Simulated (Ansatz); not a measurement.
# CHClFNOSi (SMILES O=C=N[SiH](F)Cl) at PBE/6-31G(d) (spherical functions)

What is the vertical ionisation energy of CHClFNOSi at PBE/6-31G* (spherical functions)? 

The calculation is run with Ansatz 0.2.0.

144 further runs of the same task are left out: 144 set aside as unsound or not needed. Runs told in other sessions of the task aren't counted.

**1. The structure to begin with**

The species is CHClFNOSi (7 atoms), meant as a singlet with charge 0. As SMILES, `O=C=N[SiH](F)Cl`. The shape is that of a PBE0-D4/def2-TZVP optimisation. This is one conformer, not always the lowest.

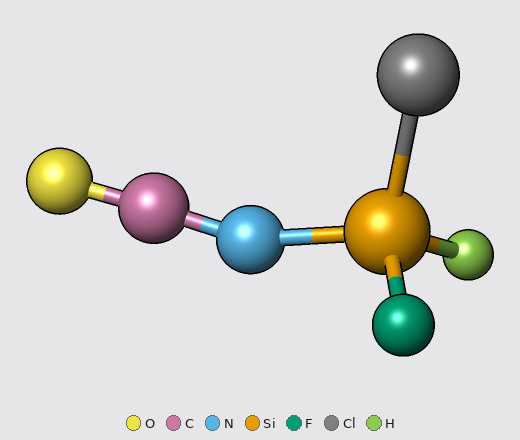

The structure, seen from a chosen angle (oxygen yellow, carbon pink, nitrogen blue, silicon amber, fluorine teal, chlorine grey, hydrogen green).

**2. A single-point energy at PBE/6-31G(d) (spherical functions)**

Input file in.yaml:

```yaml
crystal:
  periodic: [false, false, false]
  atoms:
    - {symbol: O, position_ang: [0.815200, -2.357500, 1.658700]}
    - {symbol: C, position_ang: [0.512200, -1.559700, 0.874600]}
    - {symbol: "N", position_ang: [0.199300, -0.771000, 0.028300]}
    - {symbol: Si, position_ang: [-0.274200, 0.722000, -0.596700]}
    - {symbol: F, position_ang: [0.917700, 1.292700, -1.464400]}
    - {symbol: Cl, position_ang: [-0.652900, 2.033600, 0.904000]}
    - {symbol: H, position_ang: [-1.456100, 0.571700, -1.450200]}
basis:
  gaussian:
    orbitals: 6-31G_st_-spherical.json
hamiltonian:
  xc: pbe
accuracy: high
output:
  orbitals: {seedname: orbitals}
```

The basis set 6-31G* is read from a file made from the Basis Set Exchange's data (not shown).

Launch:

```bash
ansatz run in.yaml --threads 1 --pin off --max-ram 3480MiB --events-out events.jsonl --progress --plain --runs-dir runs
```

What it wrote:

```text
Warning: RAYON_NUM_THREADS=1 ignored (pool sized by the plan → 1); use --threads N
Functional definition: PBE
  name "PBE"
  parameter kappa = 0.804
  parameter beta = 0.06672455060314922
  exchange = pbe_x(kappa = kappa, mu = beta*pi^2/3)
  correlation = pbe_c(beta = beta)
1979 factors; integrals over basis functions are off by at most 6.2e-9 eV
mean field evaluation 1: about -27686.1619 eV, gradient 6.3e1 eV
mean field evaluation 2: about -27671.2667 eV, gradient 1.1e2 eV
mean field evaluation 4: about -27693.1032 eV, gradient 1.2e1 eV
mean field evaluation 8: about -27693.3717 eV, gradient 7.0e-1 eV
mean field evaluation 16: about -27693.3731 eV, gradient 6.2e-5 eV
mean field -27693.37309960 eV, -1017.7126901679 hartree, gradient 8.3e-8 eV, S^2 0.000000; 0 other end points of the search recorded, 0 dependent functions left out
reference -27693.37310277 eV, -1017.7126902845 hartree; 31, 31 occupied and 63, 63 virtual orbitals, 1979 factors
Total energy: -27693.37310277 eV, -1017.7126902845 hartree
```

Run time: 6.6 s. Hardware: 1 thread of Arm Neoverse V2, shared host; peak memory 0.23 GiB.

**3. The doublet cation, same level**

Input file run.yaml:

```yaml
crystal:
  periodic: [false, false, false]
  atoms:
    - {symbol: O, position_ang: [0.815200, -2.357500, 1.658700]}
    - {symbol: C, position_ang: [0.512200, -1.559700, 0.874600]}
    - {symbol: N, position_ang: [0.199300, -0.771000, 0.028300]}
    - {symbol: Si, position_ang: [-0.274200, 0.722000, -0.596700]}
    - {symbol: F, position_ang: [0.917700, 1.292700, -1.464400]}
    - {symbol: Cl, position_ang: [-0.652900, 2.033600, 0.904000]}
    - {symbol: H, position_ang: [-1.456100, 0.571700, -1.450200]}
basis:
  gaussian: {orbitals: 6-31G_st_-spherical.json}
total_charge: 1
magnetization: {spin_polarized: true, initial_magnetization: 1}
hamiltonian: {xc: {name: PBE}}
accuracy: high
output: {orbitals: {seedname: orbitals}}
```

The basis set 6-31G* is read from a file made from the Basis Set Exchange's data (not shown).

Launch:

```bash
ansatz run run.yaml --threads 1 --pin off --max-ram 3480MiB --events-out events.jsonl --progress --plain --runs-dir runs
```

What it wrote (excerpt; [...] marks lines left out):

```text
Warning: RAYON_NUM_THREADS=1 ignored (pool sized by the plan → 1); use --threads N
[... 6 set-up lines as earlier in the session ...]
1979 factors; integrals over basis functions are off by at most 6.2e-9 eV
mean field evaluation 1: about -27665.9429 eV, gradient 6.4e1 eV
mean field evaluation 2: about -27575.4694 eV, gradient 1.5e2 eV
mean field evaluation 4: about -27671.8437 eV, gradient 4.5e1 eV
mean field evaluation 8: about -27682.3103 eV, gradient 4.1e0 eV
mean field evaluation 16: about -27682.4392 eV, gradient 6.8e-2 eV
mean field evaluation 32: about -27682.4393 eV, gradient 2.2e-7 eV
mean field evaluation 64: about -27682.2699 eV, gradient 8.3e-1 eV
mean field -27682.43928547 eV, -1017.3108799096 hartree, gradient 5.8e-8 eV, S^2 0.753227; 8 other end points of the search recorded, 0 dependent functions left out
reference -27682.43928865 eV, -1017.3108800265 hartree; 31, 30 occupied and 63, 64 virtual orbitals, 1979 factors
Total energy: -27682.43928865 eV, -1017.3108800265 hartree
```

Wall time 20 s (1 thread of Arm Neoverse V2, shared host); peak memory 0.31 GiB.

**4. What came out**

At PBE/6-31G* (spherical functions):

```
                                          quantity           value
                   singlet CHClFNOSi: total energy  -1017.71269 Eh
                    singlet CHClFNOSi: HOMO energy        -7.78 eV
                    singlet CHClFNOSi: LUMO energy        -1.01 eV
                  singlet CHClFNOSi: HOMO–LUMO gap         6.77 eV
                      doublet cation: total energy  -1017.31088 Eh
doublet cation: HOMO energy (highest over α and β)       -14.15 eV
 doublet cation: LUMO energy (lowest over α and β)       -14.01 eV
                              doublet cation: ⟨S²⟩           0.753
vertical ionisation energy (to the doublet cation)       10.934 eV
```

Removing an electron at fixed nuclei costs 10.93 eV (1055 kJ/mol). −ε(HOMO) before ionisation, 7.78 eV, is 3.16 eV below this ionisation energy.
